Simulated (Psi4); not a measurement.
Single-point calculation, with input and output: CH4Zn (part 1 of 2)

System: CH4Zn, SMILES [H][Zn][CH3].
Method: CCSD/3-21G, UHF (Psi4 1.11).

The geometry comes from this level: GFN2-xTB.

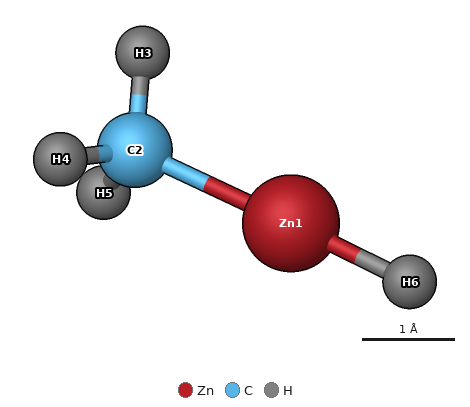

**Figure 1.** The structure as given in the input (ball-and-stick view, seen at a tilt; atoms are numbered from 1 in the order of the input). Sticks mark near contacts.

## Input file (input.json)
```
{
  "schema_name": "qcschema_input",
  "schema_version": 1,
  "molecule": {
    "schema_name": "qcschema_molecule",
    "schema_version": 2,
    "symbols": ["Zn", "C", "H", "H", "H", "H"],
    "geometry": [-0.02643727, 0.0241318, -2.43699081, 0.00402512, 0.00100155, 1.3558596, -0.82359934, 1.69446072, 2.1720701, 1.90567541, -0.13426504, 2.12025381, -1.0432611, -1.58432749, 2.1383007, -0.01638393, -0.00102045, -5.3495123],
    "molecular_charge": 0,
    "molecular_multiplicity": 1,
    "fix_symmetry": "c1"
  },
  "driver": "energy",
  "model": {
    "method": "ccsd",
    "basis": "3-21G"
  },
  "keywords": {
    "reference": "uhf",
    "scf_type": "pk",
    "freeze_core": true,
    "ints_tolerance": 1e-14
  }
}
```

Hardware: 1 thread of Intel Xeon (Granite Rapids), 192 GiB of memory available, shared host.

Command:
```bash
psi4 --qcschema input.json -n 1 --memory 1600MB
```

## Output
```
Psi4 1.11 release

   => Loading Basis Set <=

    Name: 3-21G
    Role: ORBITAL
    Keyword: BASIS

         ---------------------------------------------------------
                                   SCF
                              UHF Reference
                        1 Threads,   1525 MiB Core
         ---------------------------------------------------------

  ==> Geometry <==

    Molecular point group: c1
    Full point group: C1

    Geometry (in Bohr), charge = 0, multiplicity = 1:

       Center              X                  Y                   Z               Mass
    ------------   -----------------  -----------------  -----------------  -----------------
         ZN          -0.006187207078     0.005004907364    -0.705699178566    63.929142010000
         C            0.024275182922    -0.018125342636     3.087151231434    12.000000000000
         H           -0.803349277078     1.675333827364     3.903361731434     1.007825032230
         H            1.925925472922    -0.153391932636     3.851545441434     1.007825032230
         H           -1.023011037078    -1.603454382636     3.869592331434     1.007825032230
         H            0.003866132922    -0.020147342636    -3.618220668566     1.007825032230

  Running in c1 symmetry.

  Rotational constants: A =      5.53029  B =      0.28632  C =      0.28632 [cm^-1]
  Rotational constants: A = 165793.84684  B =   8583.66269  C =   8583.58261 [MHz]
  Nuclear repulsion =   86.865248056629056

  Charge       = 0
  Multiplicity = 1
  Electrons    = 40
  Nalpha       = 20
  Nbeta        = 20

  ==> Algorithm <==

  SCF Algorithm Type is PK.
  DIIS enabled.
  MOM disabled.
  Fractional occupation disabled.
  Guess Type is SAD.
  Energy threshold   = 1.00e-08
  Density threshold  = 1.00e-08
  Integral threshold = 1.00e-14

  ==> Primary Basis <==

  Basis Set: 3-21G
    Blend: 3-21G
    Number of shells: 24
    Number of basis functions: 46
    Number of Cartesian functions: 46
    Spherical Harmonics?: false
    Max angular momentum: 2

  ==> Integral Setup <==

  Using in-core PK algorithm.
   Calculation information:
      Number of atoms:                   6
      Number of AO shells:              24
      Number of primitives:             45
      Number of atomic orbitals:        46
      Number of basis functions:        46

      Integral cutoff                 1.00e-14
      Number of threads:                 1

  Performing in-core PK
  Using 1169642 doubles for integral storage.
  We computed 43253 shell quartets total.
  Whereas there are 45150 unique shell quartets.

  ==> DiskJK: Disk-Based J/K Matrices <==

    J tasked:                  Yes
    K tasked:                  Yes
    wK tasked:                  No
    Memory [MiB]:             1144
    Schwarz Cutoff:          1E-14

  Minimum eigenvalue in the overlap matrix is 5.9822718945E-03.
  Reciprocal condition number of the overlap matrix is 1.3146600715E-03.
    Using symmetric orthogonalization.

  ==> Pre-Iterations <==

  SCF Guess: Superposition of Atomic Densities via on-the-fly atomic UHF (no occupation information).

   -------------------------
    Irrep   Nso     Nmo
   -------------------------
     A         46      46
   -------------------------
    Total      46      46
   -------------------------

  ==> Iterations <==

                        Total Energy        Delta E     RMS |[F,P]|

   @UHF iter SAD: -1804.73601066445531   -1.80474e+03   0.00000e+00
   @UHF iter   1: -1807.45365351596888   -2.71764e+00   6.83269e-02 ADIIS/DIIS
   @UHF iter   2: -1775.45396546744723    3.19997e+01   1.42690e-01 ADIIS
   @UHF iter   3: -1808.73469285819806   -3.32807e+01   3.45264e-02 ADIIS/DIIS
   @UHF iter   4: -1809.07192753660343   -3.37235e-01   8.50354e-03 ADIIS/DIIS
   @UHF iter   5: -1809.09390211419077   -2.19746e-02   4.17210e-04 ADIIS/DIIS
   @UHF iter   6: -1809.09445700850847   -5.54894e-04   1.82766e-04 ADIIS/DIIS
   @UHF iter   7: -1809.09451872562886   -6.17171e-05   1.14112e-04 ADIIS/DIIS
   @UHF iter   8: -1809.09453055466270   -1.18290e-05   2.45681e-05 DIIS
   @UHF iter   9: -1809.09453120742864   -6.52766e-07   1.60449e-06 DIIS
   @UHF iter  10: -1809.09453121508477   -7.65613e-09   3.20852e-07 DIIS
   @UHF iter  11: -1809.09453121535239   -2.67619e-10   7.28487e-08 DIIS
   @UHF iter  12: -1809.09453121536490   -1.25056e-11   1.22440e-08 DIIS
   @UHF iter  13: -1809.09453121536626   -1.36424e-12   1.45107e-09 DIIS
  Energy and wave function converged.

  ==> Post-Iterations <==

   @Spin Contamination Metric:  -2.486899575E-14
   @S^2 Expected:                0.000000000E+00
   @S^2 Observed:               -2.486899575E-14
   @S   Expected:                0.000000000E+00
   @S   Observed:                0.000000000E+00

    Orbital Energies [Eh]
    ---------------------

    Alpha Occupied:

       1A   -351.137888     2A    -44.140894     3A    -38.644771
       4A    -38.644768     5A    -38.643223     6A    -11.119006
       7A     -5.581546     8A     -3.765193     9A     -3.765192
      10A     -3.763921    11A     -0.899788    12A     -0.679061
      13A     -0.679021    14A     -0.678487    15A     -0.678459
      16A     -0.664953    17A     -0.514768    18A     -0.514670
      19A     -0.437006    20A     -0.367052

    Alpha Virtual:

      21A      0.065814    22A      0.065871    23A      0.104550
      24A      0.151952    25A      0.248169    26A      0.248303
      27A      0.283105    28A      0.385229    29A      0.385593
      30A      0.420889    31A      0.527355    32A      0.993498
      33A      0.993771    34A      1.135354    35A      1.375447
      36A      1.376363    37A      1.376876    38A      1.476825
      39A      2.076632    40A      2.302320    41A      4.204229
      42A      4.204234    43A      4.231292    44A      4.231513
      45A      4.356503    46A     26.047855

    Beta Occupied:

       1A   -351.137888     2A    -44.140894     3A    -38.644771
       4A    -38.644768     5A    -38.643223     6A    -11.119006
       7A     -5.581546     8A     -3.765193     9A     -3.765192
      10A     -3.763921    11A     -0.899788    12A     -0.679061
      13A     -0.679021    14A     -0.678487    15A     -0.678459
      16A     -0.664953    17A     -0.514768    18A     -0.514670
      19A     -0.437006    20A     -0.367052

    Beta Virtual:

      21A      0.065814    22A      0.065871    23A      0.104550
      24A      0.151952    25A      0.248169    26A      0.248303
      27A      0.283105    28A      0.385229    29A      0.385593
      30A      0.420889    31A      0.527355    32A      0.993498
      33A      0.993771    34A      1.135354    35A      1.375447
      36A      1.376363    37A      1.376876    38A      1.476825
      39A      2.076632    40A      2.302320    41A      4.204229
      42A      4.204234    43A      4.231292    44A      4.231513
      45A      4.356503    46A     26.047855

    Final Occupation by Irrep:
              A
    DOCC [    20 ]
    SOCC [     0 ]
    NA   [    20 ]
    NB   [    20 ]

  @UHF Final Energy: -1809.09453121536626

   => Energetics <=

    Nuclear Repulsion Energy =             86.8652480566290564
    One-Electron Energy =               -2701.2802281299341303
    Two-Electron Energy =                 805.3204488579391409
    Total Energy =                      -1809.0945312153662599

  UHF NO Occupations:
  HONO-2 :   18  A 2.0000000
  HONO-1 :   19  A 2.0000000
  HONO-0 :   20  A 2.0000000
  LUNO+0 :   21  A 0.0000000
  LUNO+1 :   22  A 0.0000000
  LUNO+2 :   23  A 0.0000000
  LUNO+3 :   24  A 0.0000000

Computation Completed

Properties will be evaluated at   0.000000,   0.000000,   0.000000 [a0]

Properties computed using the SCF density matrix

 Multipole Moments:

 ------------------------------------------------------------------------------------
     Multipole            Electronic (a.u.)      Nuclear  (a.u.)        Total (a.u.)
 ------------------------------------------------------------------------------------

 L = 1.  Multiply by 2.5417464519 to convert [e a0] to [Debye]
 Dipole X            :         -0.0747550            0.0634662           -0.0112888
 Dipole Y            :          0.0750738           -0.0602647            0.0148092
 Dipole Z            :         -5.2523130            5.3582109            0.1058979
 Magnitude           :                                                    0.1075226

 ------------------------------------------------------------------------------------

	total time  =          1 seconds =       0.02 minutes
 MINTS: Wrapper to libmints.

   Calculation information:
      Number of threads:                 1
      Number of atoms:                   6
      Number of AO shells:              24
      Number of SO shells:              24
      Number of primitives:             45
      Number of atomic orbitals:        46
      Number of basis functions:        46

      Number of irreps:                  1
      Integral cutoff                 1.00e-14
      Number of functions per irrep: [  46 ]

 OEINTS: Overlap, kinetic, potential, dipole, and quadrupole integrals
         stored in file 35.

      Computing two-electron integrals...done
      Computed 485135 non-zero two-electron integrals.
        Stored in file 33.

	Wfn Parameters:
	--------------------
	Wavefunction         = CCSD
	Number of irreps     = 1
	Number of MOs        = 46
	Number of active MOs = 36
	AO-Basis             = NONE
	Semicanonical        = false
	Reference            = UHF
	Print Level          = 1
```
